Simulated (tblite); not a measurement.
Run report: C6H5BrO2Si, frequency calculation

System: C6H5BrO2Si.
Method: GFN2-xTB harmonic vibrations, gas phase (tblite 0.8.0).

It belongs to a series of runs on one base structure; here: H on Si replaced by ethynyl.

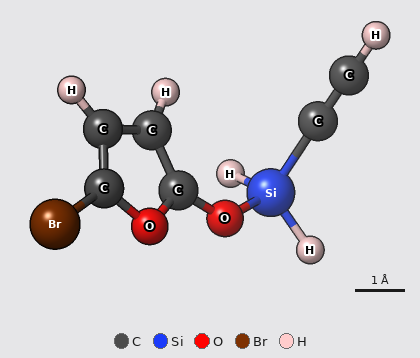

The structure (ball-and-stick view, seen at a tilt).

### Key numbers

```json
{"quantity": "outcome", "value": "converged"}
{"quantity": "total energy", "value": "−797.5873 eV"}
{"quantity": "zero-point energy", "value": "55.2690 kcal/mol"}
{"quantity": "hardware", "value": "1 CPU thread, shared host"}
{"quantity": "wall time", "value": "0.71 s"}
{"quantity": "peak memory", "value": "0.18 GiB"}
```

### The input
```
{"job": {"kind": "ir", "xc": "GFN2-xTB", "basis": "xTB"}, "charge": 0, "multiplicity": 1}
C     -3.149570     0.112240     1.557711
C     -2.665025    -0.029687     0.466028
Si    -1.913991    -0.214979    -1.217287
O     -0.435409     0.501999    -1.267219
C      0.669601     0.283059    -0.583499
C      0.985092    -0.594762     0.410438
C      2.342855    -0.343979     0.739906
C      2.732697     0.663026    -0.082357
Br     4.360965     1.546177    -0.262924
O      1.728740     1.058248    -0.896378
H     -3.577969     0.232706     2.511536
H     -2.574222     0.597826    -2.224358
H     -1.780624    -1.646026    -1.498779
H      0.331301    -1.318065     0.849744
H      2.941146    -0.839791     1.475526
```

The first line tells a small driver script what to run in tblite; the rest is the geometry in Å.

Run as:
```bash
OMP_NUM_THREADS=1 python <driver script> task.json out
```

### Log
```
mode    cm-1     km/mol
  1      19.6      0.36
  2      35.2      0.31
  3      91.8      0.19
  4     117.3      0.36
  5     171.0      1.66
  6     178.9      2.32
  7     215.5      2.16
  8     291.3     10.43
  9     320.9      0.78
 10     335.9      6.72
 11     432.5     20.80
 12     500.5     87.28
 13     558.7      1.31
 14     563.5     15.29
 15     631.1      9.95
 16     643.6     38.03
 17     662.8     18.51
 18     686.8     34.00
 19     687.3     34.54
 20     744.9    277.41
 21     764.8    325.59
 22     786.2     32.58
 23     818.9      4.21
 24     847.8    220.35
 25     899.9     35.92
 26    1021.1     74.28
 27    1035.4     45.88
 28    1125.7     49.77
 29    1187.6      1.52
 30    1259.2    280.46
 31    1352.0     37.68
 32    1523.0     92.55
 33    1610.0    368.50
 34    2207.0     59.60
 35    2237.7    259.58
 36    2348.0    216.21
 37    3192.0     17.56
 38    3201.2      1.81
 39    3354.9      0.09
```

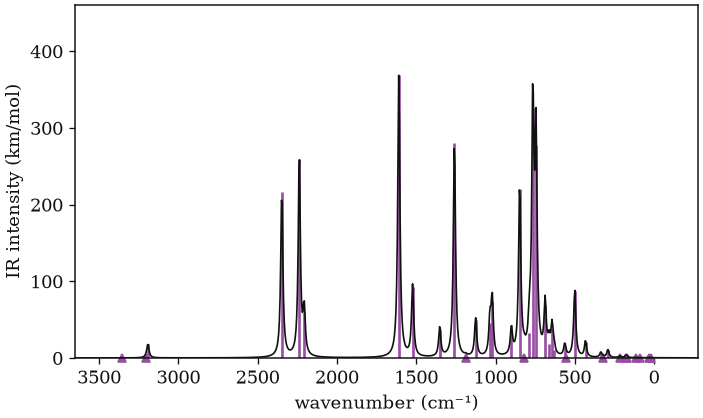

Harmonic infrared spectrum, unscaled: sticks (degenerate modes added up, dark ones marked on the axis) with a Lorentzian envelope of 16 cm⁻¹ full width, scaled to the tallest stick. 39 modes from 20 to 3355 cm⁻¹, none imaginary. The strongest line is at 1610 cm⁻¹ (368 km/mol).
